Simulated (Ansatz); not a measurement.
# GeSiH3ClO (SMILES [SiH3][O][Ge][Cl]) at PBE-QIDH/cc-pVDZ

What is the vertical singlet–triplet gap of GeSiH3ClO at PBE-QIDH/cc-pVDZ? 

The results are computed with Ansatz 0.2.0.

125 further runs of the same task are left out: 125 set aside as unsound or not needed.

### Step 1. The system as given

GeSiH3ClO: 7 atoms, total charge 0, spin state singlet. As SMILES, `[SiH3][O][Ge][Cl]`. The shape is that of a PBE0-D4/def2-TZVP optimisation. This is one conformer, not always the lowest.

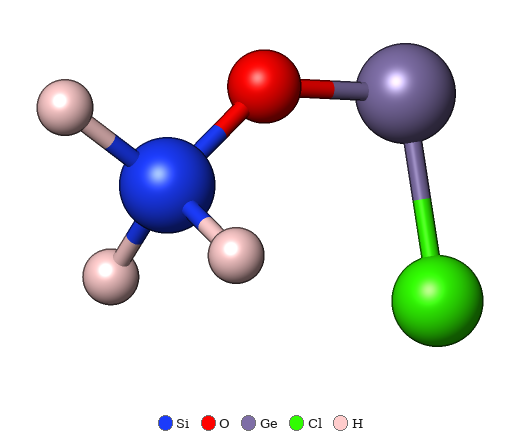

Viewed from a chosen angle; silicon blue, oxygen red, germanium purple, chlorine green, hydrogen pink.

### Step 2. The energy at PBE-QIDH/cc-pVDZ

The input, input.yaml:

```yaml
crystal:
  periodic: [false, false, false]
  atoms:
    - {symbol: Si, position_ang: [0.184400, 0.664200, -0.614200]}
    - {symbol: O, position_ang: [0.434500, -0.959500, -0.413800]}
    - {symbol: Ge, position_ang: [0.076600, -2.215900, 0.776900]}
    - {symbol: Cl, position_ang: [-0.991800, -0.995100, 2.277600]}
    - {symbol: H, position_ang: [0.795900, 1.045400, -1.911300]}
    - {symbol: H, position_ang: [-1.268900, 0.965100, -0.643300]}
    - {symbol: H, position_ang: [0.830700, 1.427800, 0.482400]}
basis:
  gaussian:
    orbitals: cc-pVDZ
hamiltonian:
  xc: {name: PBE-QIDH}
correlation:
  frozen_orbitals: {Cl: 5, Ge: 9, H: 0, O: 1, Si: 5}
accuracy: high
output:
  orbitals: {seedname: orbitals}
```

Command:

```bash
ansatz run input.yaml --threads 1 --pin off --max-ram 3480MiB --events-out events.jsonl --progress --plain --runs-dir runs
```

Standard output:

```text
Warning: RAYON_NUM_THREADS=1 ignored (pool sized by the plan → 1); use --threads N
Functional definition: PBE-QIDH
  name "PBE-QIDH"
  parameter a = 3^(-1/3)
  parameter c = 1/3
  exchange = (1 - a)*pbe_x + a*exact_x
  correlation = (1 - c)*pbe_c + c*(mp2_os + mp2_ss)
2087 factors; integrals over basis functions are off by at most 4.4e-9 eV
mean field evaluation 1: about -78974.4294 eV, gradient 4.0e1 eV
mean field evaluation 2: about -78974.4449 eV, gradient 4.0e1 eV
mean field evaluation 4: about -78977.6219 eV, gradient 3.5e0 eV
mean field evaluation 8: about -78977.6584 eV, gradient 5.1e-2 eV
mean field evaluation 16: about -78977.6584 eV, gradient 8.2e-6 eV
mean field -78977.65844998 eV, -2902.3754150573 hartree, gradient 5.1e-8 eV, S^2 0.000000; 0 other end points of the search recorded, 0 dependent functions left out
20 core orbitals not correlated: weight in the atoms' cores, before any rotation towards them, 1.000 or more for the frozen orbitals, at most 0.000 for the correlated occupied ones
reference -78977.65845099 eV, -2902.3754150942 hartree; 17, 17 occupied and 55, 55 virtual orbitals, 2087 factors
second order -15.91642625 eV of doubles, -0.00000000 eV of singles
Total energy: -78982.96392640 eV, -2902.5703877196 hartree
```

Wall time 16 s (1 thread of Arm Neoverse V1, shared host); peak memory 0.38 GiB.

### Step 3. The triplet at the same level

Changes to input.yaml since step 2:

```diff
@@ -11,10 +11,7 @@
 basis:
-  gaussian:
-    orbitals: cc-pVDZ
-hamiltonian:
-  xc: {name: PBE-QIDH}
-correlation:
-  frozen_orbitals: {Cl: 5, Ge: 9, H: 0, O: 1, Si: 5}
+  gaussian: {orbitals: cc-pVDZ}
+magnetization: {spin_polarized: true, initial_magnetization: 2}
+hamiltonian: {xc: {name: PBE-QIDH}}
+correlation: {frozen_orbitals: {Cl: 5, Ge: 9, H: 0, O: 1, Si: 5}}
 accuracy: high
-output:
-  orbitals: {seedname: orbitals}
+output: {orbitals: {seedname: orbitals}}
```

Command:

```bash
ansatz run input.yaml --threads 1 --pin off --max-ram 3480MiB --events-out events.jsonl --progress --plain --runs-dir runs
```

Standard output, shortened:

```text
Warning: RAYON_NUM_THREADS=1 ignored (pool sized by the plan → 1); use --threads N
[... 2 set-up lines as earlier in the session ...]
[...]
2087 factors; integrals over basis functions are off by at most 4.4e-9 eV
[...]
mean field -78974.76540900 eV, -2902.2690977623 hartree, gradient 4.4e-8 eV, S^2 2.006964; 0 other end points of the search recorded, 0 dependent functions left out
20 core orbitals not correlated: weight in the atoms' cores, before any rotation towards them, 1.000 or more for the frozen orbitals, at most 0.000 for the correlated occupied ones
reference -78974.76541004 eV, -2902.2690978005 hartree; 18, 16 occupied and 54, 56 virtual orbitals, 2087 factors
second order -15.25370632 eV of doubles, -0.00000000 eV of singles
Total energy: -78979.84997882 eV, -2902.4559522565 hartree
```

It took 27 s on 1 thread of Arm Neoverse V1, shared host; peak memory 0.58 GiB.

### Step 4. Results

Level: PBE-QIDH/cc-pVDZ, 20 core orbitals frozen.

| quantity | value |
| --- | --- |
| singlet: total energy | -2902.57039 Eh |
| singlet: HOMO energy (SCF part's orbitals) | -9.81 eV |
| singlet: LUMO energy (SCF part's orbitals) | -0.90 eV |
| singlet: HOMO–LUMO gap (SCF part's orbitals) | 8.90 eV |
| triplet: total energy | -2902.45595 Eh |
| triplet: HOMO energy (SCF part's orbitals) (highest over α and β) | -6.97 eV |
| triplet: LUMO energy (SCF part's orbitals) (lowest over α and β) | -3.67 eV |
| triplet: ⟨S²⟩ | 2.007 |
| vertical energy of the triplet above the singlet | 3.114 eV |

In words: At this shape the triplet lies 3.11 eV (72 kcal/mol) above the singlet.
